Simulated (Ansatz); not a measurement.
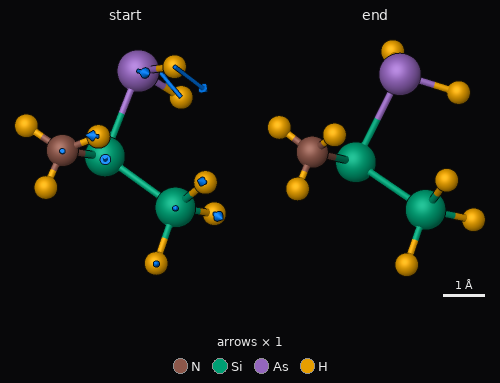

The structure of Si2AsNH8 before (left) and after (right) a relaxation, at one scale. The blue arrows give the displacements, at their true length.

A ball-and-stick model, seen at a tilt.

The run prepares an end point of a later path (hydrogen shift) calculation, from a guessed geometry.

The calculation used RKS PBE0-D4/def2-SVP in Ansatz.

Input file:
```yaml
crystal:
  periodic: [false, false, false]
  atoms:
    - { symbol: "N", position_ang: [-0.89, 1.593, 0.7251] }
    - { symbol: Si, position_ang: [-0.7059, -0.0018, 0.0313] }
    - { symbol: Si, position_ang: [1.1928, -0.8415, 0.7641] }
    - { symbol: As, position_ang: [-0.5645, 0.1399, -2.2872] }
    - { symbol: H, position_ang: [-1.0179, 1.517, 1.7307] }
    - { symbol: H, position_ang: [-1.8673, 1.9893, 0.3719] }
    - { symbol: H, position_ang: [0.04248, 1.72663, 0.28439] }
    - { symbol: H, position_ang: [1.4564, -2.1703, 0.2077] }
    - { symbol: H, position_ang: [1.1933, -0.9042, 2.2879] }
    - { symbol: H, position_ang: [2.334, 0.0304, 0.3801] }
    - { symbol: H, position_ang: [-0.0741, -1.3199, -2.3817] }
    - { symbol: H, position_ang: [0.8055, 0.7811, -2.246] }
basis:
  gaussian: { orbitals: def2-SVP }
hamiltonian:
  xc: pbe0
  dispersion: d4
relax:
  f_tol: 0.02
  max_steps: 50
```

Command:
```bash
ansatz run input.yaml --threads 2 --pin off --max-ram 3072MiB --backend cpu --events-out ev --progress --plain --runs-dir out
```

Q: Summarise the run.

A: H11 moves most after the best rigid fit: 1.46 Å. Largest moves by element: H 1.46 Å, As 0.60 Å, Si 0.52 Å, N 0.14 Å. Among the contacts that change: Si2–H7 1.900 → 2.659 Å, N1–Si2 1.749 → 2.075 Å, Si2–Si3 2.202 → 2.385 Å, Si2–As4 2.327 → 2.437 Å. Among the angles between lasting bonds that change: Si2–N1–H7 81.6° → 113.8°, N1–Si2–As4 110.2° → 89.2°, H6–N1–H7 127.4° → 107.3°. Groups turn about Si2–As4 by about 75°. Over 21 accepted moves (23 points after the start) the energy falls by 2.493 eV. Largest force component: 6.4 eV/Å at the start, 0.014 eV/Å at the end. The line search rejected the trial steps at points 8, 14 of the run. The run took 4.4 min on 2 threads of AMD EPYC 7571, with other jobs on the host, peak memory 0.35 GiB.
